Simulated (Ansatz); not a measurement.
Molecular dynamics of BSiH$_{5}$O$_{3}$

The run: molecular dynamics of BSiH$_{5}$O$_{3}$, SMILES OB(O)O[SiH3]. Method and program: RKS revPBE-d3bjatm/def2-SVP (Ansatz 0.2.0).

The geometry comes from this level: PBE0-D4/def2-TZVP. Figures and captions count atoms from 1; the log counts them from 0 in places.

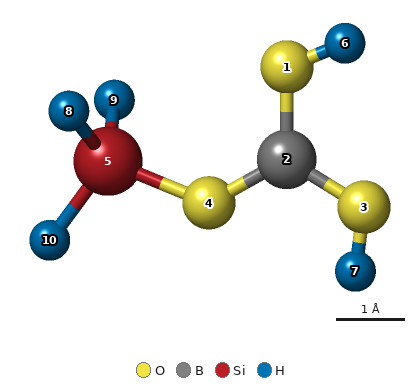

The input geometry (ball-and-stick view, seen at a tilt; atoms are numbered from 1 in the order of the input). Bond lengths as drawn: B–O 1.36 to 1.37 Å, H–O 0.96 Å, H–Si 1.48 Å and O–Si 1.65 Å.

Input file
```yaml
crystal:
  periodic: [false, false, false]
  atoms:
    - {symbol: O, position_ang: [-0.910994, -0.508074, -1.338158]}
    - {symbol: B, position_ang: [0.362294, -0.195710, -0.959682]}
    - {symbol: O, position_ang: [1.376314, -0.262981, -1.872214]}
    - {symbol: O, position_ang: [0.603746, 0.180562, 0.329889]}
    - {symbol: Si, position_ang: [-0.434667, 0.338577, 1.605709]}
    - {symbol: H, position_ang: [-0.969803, -0.758467, -2.262659]}
    - {symbol: H, position_ang: [2.222768, -0.021458, -1.490314]}
    - {symbol: H, position_ang: [-1.472620, 1.358173, 1.313138]}
    - {symbol: H, position_ang: [-1.081120, -0.960103, 1.918867]}
    - {symbol: H, position_ang: [0.387181, 0.778482, 2.758324]}
basis:
  gaussian: {orbitals: def2-SVP}
hamiltonian: {xc: {name: revPBE}, dispersion: d3bjatm}
md: {timestep: 1 fs, n_steps: 20, ensemble: nvt_nose_hoover, temperature: 1000, initial_velocities: maxwell_boltzmann, seed: 333}
```

Run as:
```bash
ansatz run in.yaml --threads 4 --pin off --events-out ev --progress --plain --max-ram 10444MiB
```

What the program printed
```
Functional definition: revPBE
  name "revPBE"
  cite "Zhang & Yang, Phys. Rev. Lett. 80, 890 (1998) doi:10.1103/PhysRevLett.80.890"
  cite "Perdew, Burke & Ernzerhof, Phys. Rev. Lett. 77, 3865 (1996) doi:10.1103/PhysRevLett.77.3865"
  parameter kappa = 1.245
  parameter beta = 0.06672455060314922
  exchange = pbe_x(kappa = kappa, mu = beta*pi^2/3)
  correlation = pbe_c(beta = beta)
1069 factors; their error is unknown
mean field evaluation 1: about -14759.1060 eV, gradient 7.9e1 eV
mean field evaluation 2: about -14733.4454 eV, gradient 1.4e2 eV
mean field evaluation 4: about -14769.6189 eV, gradient 1.1e1 eV
mean field evaluation 8: about -14769.8300 eV, gradient 6.7e-2 eV
mean field evaluation 16: about -14769.7785 eV, gradient 5.4e-5 eV
mean field -14769.77853345 eV, -542.7793497889 hartree, gradient 5.4e-5 eV, S^2 0.000000; 0 other end points of the search recorded, 0 dependent functions left out
the calculation of the forces begins
reference -14769.77857772 eV, -542.7793514156 hartree; 24, 24 occupied and 75, 75 virtual orbitals, 1069 factors
md step     0: t =     0.00 fs  T =  1000.0 K  F+E_penalty+E_count = -14770.20868862 eV  E_kin = 1.034080 eV  conserved = -14769.17460863 eV  (26 SCF iters)
these checks for a lower state are left out or cut short: starts, cluster_reference, orbital_swaps, neighbouring_geometries, increment
1069 factors; their error is unknown
mean field -14769.70574747 eV, -542.7766749534 hartree, gradient 9.4e-6 eV, S^2 0.000000; 0 other end points of the search recorded, 0 dependent functions left out
[... from here on the field's lines of each further geometry are left out, up to the last ...]
md step     1: t =     1.00 fs  T =   934.5 K  F+E_penalty+E_count = -14770.13478024 eV  E_kin = 0.966358 eV  conserved = -14769.16842431 eV  (29 SCF iters, 3 dispersion substeps)
md step     2: t =     2.00 fs  T =   806.4 K  F+E_penalty+E_count = -14769.99591170 eV  E_kin = 0.833833 eV  conserved = -14769.16209426 eV  (28 SCF iters, 3 dispersion substeps)
md step     3: t =     3.00 fs  T =   697.4 K  F+E_penalty+E_count = -14769.88398342 eV  E_kin = 0.721174 eV  conserved = -14769.16286711 eV  (29 SCF iters, 3 dispersion substeps)
md step     4: t =     4.00 fs  T =   613.0 K  F+E_penalty+E_count = -14769.79695716 eV  E_kin = 0.633842 eV  conserved = -14769.16324914 eV  (29 SCF iters, 3 dispersion substeps)
md step     5: t =     5.00 fs  T =   543.8 K  F+E_penalty+E_count = -14769.72527228 eV  E_kin = 0.562356 eV  conserved = -14769.16316431 eV  (29 SCF iters, 3 dispersion substeps)
md step     6: t =     6.00 fs  T =   491.9 K  F+E_penalty+E_count = -14769.67024769 eV  E_kin = 0.508680 eV  conserved = -14769.16196605 eV  (29 SCF iters, 3 dispersion substeps)
md step     7: t =     7.00 fs  T =   477.6 K  F+E_penalty+E_count = -14769.65307921 eV  E_kin = 0.493902 eV  conserved = -14769.15976792 eV  (29 SCF iters, 3 dispersion substeps)
md step     8: t =     8.00 fs  T =   515.9 K  F+E_penalty+E_count = -14769.69748952 eV  E_kin = 0.533513 eV  conserved = -14769.16481765 eV  (29 SCF iters, 3 dispersion substeps)
md step     9: t =     9.00 fs  T =   545.5 K  F+E_penalty+E_count = -14769.73294601 eV  E_kin = 0.564082 eV  conserved = -14769.17002678 eV  (29 SCF iters, 3 dispersion substeps)
md step    10: t =    10.00 fs  T =   514.5 K  F+E_penalty+E_count = -14769.69474935 eV  E_kin = 0.532023 eV  conserved = -14769.16425912 eV  (28 SCF iters, 3 dispersion substeps)
md step    11: t =    11.00 fs  T =   486.3 K  F+E_penalty+E_count = -14769.66068077 eV  E_kin = 0.502825 eV  conserved = -14769.15978928 eV  (28 SCF iters, 3 dispersion substeps)
md step    12: t =    12.00 fs  T =   522.0 K  F+E_penalty+E_count = -14769.69868208 eV  E_kin = 0.539838 eV  conserved = -14769.16123530 eV  (28 SCF iters, 3 dispersion substeps)
md step    13: t =    13.00 fs  T =   608.3 K  F+E_penalty+E_count = -14769.78995819 eV  E_kin = 0.629071 eV  conserved = -14769.16384854 eV  (29 SCF iters, 3 dispersion substeps)
md step    14: t =    14.00 fs  T =   701.9 K  F+E_penalty+E_count = -14769.88929941 eV  E_kin = 0.725862 eV  conserved = -14769.16711192 eV  (28 SCF iters, 3 dispersion substeps)
md step    15: t =    15.00 fs  T =   764.0 K  F+E_penalty+E_count = -14769.95197753 eV  E_kin = 0.789990 eV  conserved = -14769.16650676 eV  (29 SCF iters, 3 dispersion substeps)
md step    16: t =    16.00 fs  T =   796.6 K  F+E_penalty+E_count = -14769.98383462 eV  E_kin = 0.823761 eV  conserved = -14769.16553184 eV  (28 SCF iters, 3 dispersion substeps)
md step    17: t =    17.00 fs  T =   799.9 K  F+E_penalty+E_count = -14769.99010789 eV  E_kin = 0.827120 eV  conserved = -14769.16944253 eV  (29 SCF iters, 3 dispersion substeps)
md step    18: t =    18.00 fs  T =   737.4 K  F+E_penalty+E_count = -14769.92267342 eV  E_kin = 0.762515 eV  conserved = -14769.16760614 eV  (27 SCF iters, 3 dispersion substeps)
md step    19: t =    19.00 fs  T =   641.1 K  F+E_penalty+E_count = -14769.81428998 eV  E_kin = 0.662973 eV  conserved = -14769.15969521 eV  (29 SCF iters, 3 dispersion substeps)
the calculation of the forces begins
reference -14769.33743680 eV, -542.7631397858 hartree; 24, 24 occupied and 75, 75 virtual orbitals, 1069 factors
1069 factors; their error is unknown
mean field evaluation 192: about -14769.3374 eV, gradient 2.2e-4 eV
mean field -14769.33739215 eV, -542.7631381451 hartree, gradient 8.0e-6 eV, S^2 0.000000; 1 other end points of the search recorded, 0 dependent functions left out
the calculation of the forces begins
reference -14769.33743680 eV, -542.7631397858 hartree; 24, 24 occupied and 75, 75 virtual orbitals, 1069 factors
md step    20: t =    20.00 fs  T =   600.8 K  F+E_penalty+E_count = -14769.77275084 eV  E_kin = 0.621289 eV  conserved = -14769.16072541 eV  (28 SCF iters, 3 dispersion substeps)
```

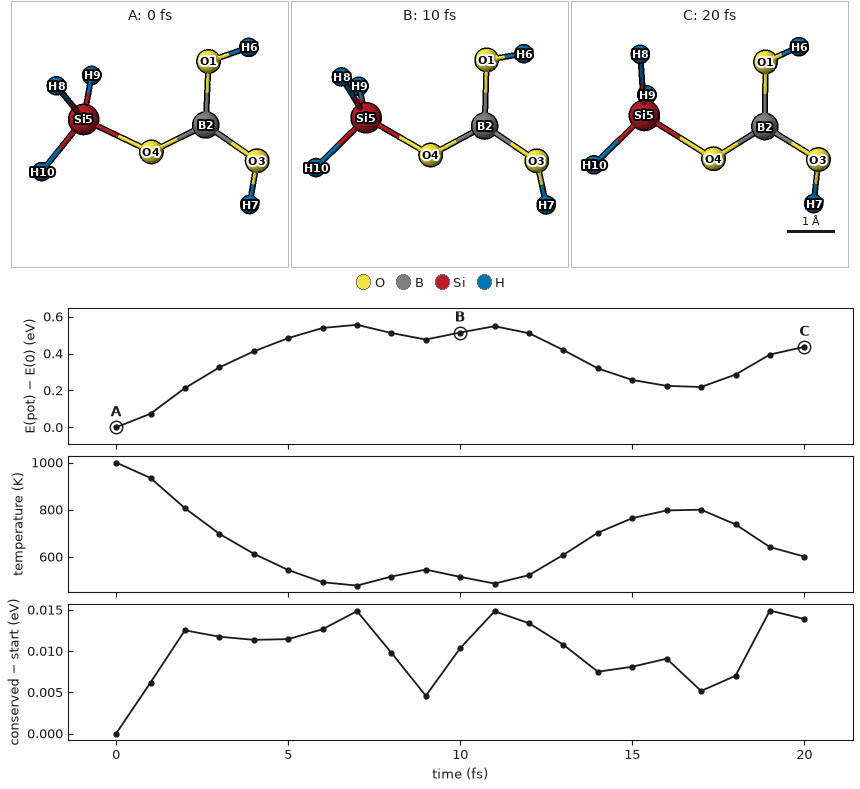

Frames of the molecular dynamics (ball-and-stick, seen at a tilt) above the curves, on which the letters mark them. The trajectory kept here has 21 frames over 20 fs. The temperature starts at 1000 K, ranges from 478 to 1000 K and averages 652 K over the second half. The potential energy ends 0.436 eV above its first value. The conserved quantity stays within 0.015 eV. After an unweighted best fit of the last frame on the first, the root-mean-square displacement is 0.37 Å, and H8 has moved furthest (0.63 Å).

```
Total energy: -14769.77279548 eV, -542.7791389225 hartree
Atom 0 at    -0.929698    -0.447145    -1.269388 Å, force     0.317554     0.257875     2.315534 eV/Å
Atom 1 at     0.388982    -0.194555    -0.918504 Å, force     0.066411    -0.057666    -1.160944 eV/Å
Atom 2 at     1.348026    -0.259386    -1.918885 Å, force     1.795744    -0.251879     0.975176 eV/Å
Atom 3 at     0.769786     0.139397     0.354163 Å, force    -1.391717    -0.030880     1.182494 eV/Å
Atom 4 at    -0.498714     0.320198     1.575347 Å, force    -0.056895     1.607730    -1.697486 eV/Å
Atom 5 at    -1.090409    -0.455967    -2.192525 Å, force    -0.120501    -0.165501    -1.910210 eV/Å
Atom 6 at     2.258179    -0.270922    -1.456163 Å, force    -1.641229     0.213471    -0.980947 eV/Å
Atom 7 at    -1.897597     0.860837     0.856997 Å, force     1.650842    -0.566529     1.024087 eV/Å
Atom 8 at    -0.705837    -0.987680     2.200444 Å, force    -0.157564    -0.509984     0.418331 eV/Å
Atom 9 at     0.130813     1.379288     2.496934 Å, force    -0.462644    -0.496637    -0.166035 eV/Å
Dipole moment:     0.011535    -0.026873     0.038347 e Å
```

Trajectory as extended XYZ (Å, eV, eV/Å), 10 of the 21 frames kept, from step=0 to step=20
```
10
Properties=species:S:1:pos:R:3:forces:R:3 step=0 time_fs=0.0 energy=-14770.20869 temperature=1000.0
O    -0.9110   -0.5081   -1.3382   -0.6129   0.0275   0.5011
B     0.3623   -0.1957   -0.9597    0.0044  -0.0583  -0.2267
O     1.3763   -0.2630   -1.8722   -0.0945  -0.2095  -0.7437
O     0.6037    0.1806    0.3299    0.9233   0.1036  -0.1971
Si   -0.4347    0.3386    1.6057   -0.5198   0.0715   0.6096
H    -0.9698   -0.7585   -2.2627   -0.0007  -0.1643  -0.6307
H     2.2228   -0.0215   -1.4903    0.5718   0.1767   0.3098
H    -1.4726    1.3582    1.3131   -0.2663   0.2513  -0.0318
H    -1.0811   -0.9601    1.9189   -0.1725  -0.3041   0.1132
H     0.3872    0.7785    2.7583    0.1674   0.1057   0.2964
10
Properties=species:S:1:pos:R:3:forces:R:3 step=2 time_fs=2.0 energy=-14769.99591 temperature=806.4
O    -0.9234   -0.5063   -1.3312    0.1946   0.4630   1.8077
B     0.3670   -0.1937   -0.9579   -0.2056   0.0733   0.5378
O     1.3718   -0.2606   -1.8670    1.8909   0.0963  -0.5710
O     0.6104    0.1812    0.3478    1.1895  -0.2193  -1.2843
Si   -0.4328    0.3286    1.5869   -1.3997   2.2622   1.5294
H    -0.9338   -0.6919   -2.2496   -0.2213  -0.4936  -2.0243
H     2.3100   -0.0648   -1.5615   -1.6418  -0.2127  -0.1352
H    -1.5661    1.3997    1.2966    0.7767  -0.8166   0.1173
H    -1.0241   -0.9128    2.0136   -0.5526  -1.1396   0.1659
H     0.3619    0.8467    2.7657   -0.0306  -0.0131  -0.1433
10
Properties=species:S:1:pos:R:3:forces:R:3 step=4 time_fs=4.0 energy=-14769.79696 temperature=613.0
O    -0.9354   -0.5036   -1.3206    0.7411   0.1317  -0.8749
B     0.3711   -0.1916   -0.9543   -0.3478   0.0631   0.8245
O     1.3715   -0.2580   -1.8633    1.8117  -0.0520  -0.9217
O     0.6198    0.1813    0.3627    1.4175  -0.4672  -2.0733
Si   -0.4329    0.3216    1.5702   -2.1479   2.8094   2.6460
H    -0.9060   -0.6421   -2.3015   -0.3041  -0.0443   0.6792
H     2.3399   -0.1150   -1.6360   -1.7655  -0.0781   0.1490
H    -1.6315    1.4115    1.2841    1.1939  -1.2444   0.1047
H    -0.9869   -0.9065    2.1141   -0.4343  -0.9703  -0.0405
H     0.3357    0.9144    2.7679   -0.1647  -0.1478  -0.4930
10
Properties=species:S:1:pos:R:3:forces:R:3 step=7 time_fs=7.0 energy=-14769.65308 temperature=477.6
O    -0.9496   -0.4987   -1.3092    1.4373   0.3348  -1.7017
B     0.3748   -0.1880   -0.9437   -0.2757  -0.0970   0.5291
O     1.3766   -0.2546   -1.8623   -2.2980  -0.4316  -1.4195
O     0.6405    0.1792    0.3755    1.4079  -0.6440  -2.4024
Si   -0.4387    0.3179    1.5523   -2.6352   1.6437   3.8786
H    -0.8878   -0.5715   -2.3208   -0.4608  -0.0870   1.5899
H     2.2960   -0.1907   -1.7286    1.8723   0.3484   0.9368
H    -1.6457    1.3412    1.2714    0.9440  -1.0704  -0.0875
H    -0.9565   -0.9544    2.2547    0.1229   0.2280  -0.7788
H     0.2849    1.0047    2.7352   -0.1146  -0.2247  -0.5445
10
Properties=species:S:1:pos:R:3:forces:R:3 step=9 time_fs=9.0 energy=-14769.73295 temperature=545.5
O    -0.9550   -0.4946   -1.3064    1.5553   0.6091   0.9184
B     0.3761   -0.1859   -0.9341   -0.0893  -0.2059   0.2430
O     1.3753   -0.2535   -1.8656   -1.1592  -0.3041  -1.1321
O     0.6585    0.1760    0.3769    1.0503  -0.6236  -1.9600
Si   -0.4470    0.3185    1.5468   -1.7739   0.3669   3.8451
H    -0.8966   -0.5277   -2.2625   -0.4007  -0.2914  -1.0102
H     2.3230   -0.2275   -1.7512    0.4473   0.2392   0.7701
H    -1.6090    1.2424    1.2596    0.0086  -0.3414  -0.3702
H    -0.9337   -0.9828    2.3157    0.2959   0.6698  -1.0550
H     0.2452    1.0546    2.6876    0.0657  -0.1185  -0.2492
10
Properties=species:S:1:pos:R:3:forces:R:3 step=11 time_fs=11.0 energy=-14769.66068 temperature=486.3
O    -0.9567   -0.4890   -1.3017    1.5071   0.6390   2.1387
B     0.3770   -0.1846   -0.9237    0.0985  -0.3141  -0.2374
O     1.3713   -0.2532   -1.8717    0.9151  -0.2805  -0.7995
O     0.6791    0.1713    0.3737    0.5145  -0.5166  -1.1262
Si   -0.4577    0.3196    1.5466    0.0262  -1.0344   3.2945
H    -0.9208   -0.4945   -2.2398   -0.3229  -0.2810  -2.1103
H     2.3661   -0.2548   -1.7443   -1.7958   0.2292   0.5052
H    -1.5738    1.1316    1.2332   -1.5112   0.7482  -0.8071
H    -0.9000   -0.9865    2.3371    0.2951   0.6986  -1.0308
H     0.2081    1.1003    2.6307    0.2733   0.1116   0.1728
10
Properties=species:S:1:pos:R:3:forces:R:3 step=13 time_fs=13.0 energy=-14769.78996 temperature=608.3
O    -0.9548   -0.4819   -1.2925    1.2584   0.5827  -0.5531
B     0.3782   -0.1845   -0.9141    0.2348  -0.4033  -0.9897
O     1.3691   -0.2535   -1.8798    0.3630  -0.2821  -0.6034
O     0.7009    0.1653    0.3677   -0.0290  -0.3648  -0.1655
Si   -0.4684    0.3194    1.5508    1.1249  -1.1812   2.2343
H    -0.9572   -0.4719   -2.2859   -0.1583  -0.2263   0.8146
H     2.3474   -0.2732   -1.7176   -1.2953   0.2528   0.4706
H    -1.5938    1.0473    1.1765   -1.9940   1.0146  -0.9589
H    -0.8552   -0.9644    2.3198    0.1551   0.2994  -0.6913
H     0.1811    1.1503    2.5801    0.3406   0.3083   0.4424
10
Properties=species:S:1:pos:R:3:forces:R:3 step=16 time_fs=16.0 energy=-14769.98384 temperature=796.6
O    -0.9466   -0.4687   -1.2815    0.6558   0.4750  -1.0986
B     0.3817   -0.1869   -0.9071    0.2405  -0.3929  -1.7675
O     1.3651   -0.2552   -1.8948   -2.4213  -0.1894  -0.7856
O     0.7331    0.1547    0.3586   -0.7099  -0.1582   0.9333
Si   -0.4820    0.3170    1.5621    0.2743   1.3752  -0.3207
H    -1.0193   -0.4542   -2.2886    0.1865  -0.1948   1.5679
H     2.2649   -0.2837   -1.6380    1.7074   0.1760   0.9011
H    -1.7428    0.9791    1.0324    0.2681  -0.2261   0.0507
H    -0.7802   -0.9212    2.2527   -0.2101  -0.9830   0.2815
H     0.1620    1.2460    2.5337    0.0086   0.1182   0.2379
10
Properties=species:S:1:pos:R:3:forces:R:3 step=18 time_fs=18.0 energy=-14769.92267 temperature=737.4
O    -0.9389   -0.4584   -1.2773    0.6156   0.3616   1.6970
B     0.3851   -0.1903   -0.9099    0.1320  -0.2620  -1.6357
O     1.3567   -0.2570   -1.9069    0.0095  -0.2525   0.0702
O     0.7527    0.1472    0.3549   -1.0869  -0.0734   1.2321
Si   -0.4903    0.3171    1.5697   -0.0333   2.3085  -1.4407
H    -1.0543   -0.4519   -2.2193   -0.0276  -0.1621  -1.2423
H     2.2667   -0.2815   -1.5474   -0.3491   0.2261   0.0167
H    -1.8446    0.9309    0.9318    1.3241  -0.5956   0.6976
H    -0.7377   -0.9307    2.2151   -0.2915  -1.3175   0.6395
H     0.1519    1.3170    2.5158   -0.2929  -0.2331  -0.0343
10
Properties=species:S:1:pos:R:3:forces:R:3 step=20 time_fs=20.0 energy=-14769.77275 temperature=600.8
O    -0.9297   -0.4471   -1.2694    0.3176   0.2579   2.3155
B     0.3890   -0.1946   -0.9185    0.0664  -0.0577  -1.1609
O     1.3480   -0.2594   -1.9189    1.7957  -0.2519   0.9752
O     0.7698    0.1394    0.3542   -1.3917  -0.0309   1.1825
Si   -0.4987    0.3202    1.5753   -0.0569   1.6077  -1.6975
H    -1.0904   -0.4560   -2.1925   -0.1205  -0.1655  -1.9102
H     2.2582   -0.2709   -1.4562   -1.6412   0.2135  -0.9809
H    -1.8976    0.8608    0.8570    1.6508  -0.5665   1.0241
H    -0.7058   -0.9877    2.2004   -0.1576  -0.5100   0.4183
H     0.1308    1.3793    2.4969   -0.4626  -0.4966  -0.1660
```

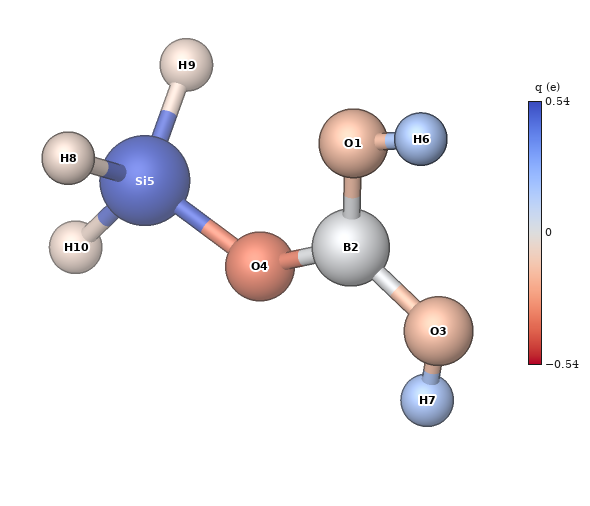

Mulliken charges, as the colour of each atom (ball-and-stick view, seen at a tilt; atoms are numbered from 1 in the order of the input). By element: O −0.35 to −0.15, B +0.01, Si +0.51 and H −0.08 to +0.19 e.

Results in brief

```json
{"quantity": "outcome", "value": "finished"}
{"quantity": "mean temperature over the second half", "value": "652 K"}
{"quantity": "trajectory", "value": "20 steps, 20 fs"}
{"quantity": "ensemble", "value": "nvt_nose_hoover"}
{"quantity": "temperature in the input", "value": "1000 K"}
{"quantity": "time step", "value": "1 fs"}
{"quantity": "potential energy (last step)", "value": "−14769.7728 eV"}
{"quantity": "mean-field energy (last step)", "value": "−14769.3374 eV"}
{"quantity": "dispersion energy (last step)", "value": "−0.4354 eV"}
{"quantity": "SCF solution under orbital rotations (last step)", "value": "stable"}
{"quantity": "largest force (length of the vector) (last step)", "value": "2.351 eV/Å"}
{"quantity": "dipole moment (last step)", "value": "0.23 D"}
{"quantity": "hardware", "value": "4 threads of Arm Neoverse V1, 23 GiB of memory available, shared host"}
{"quantity": "wall time", "value": "19 s (CPU time 70 s)"}
{"quantity": "peak memory", "value": "0.42 GiB"}
```

Notes

So short a trajectory is not equilibrated. The temperature stays far from the 1000 K of the thermostat over the second half: the run isn't equilibrated.
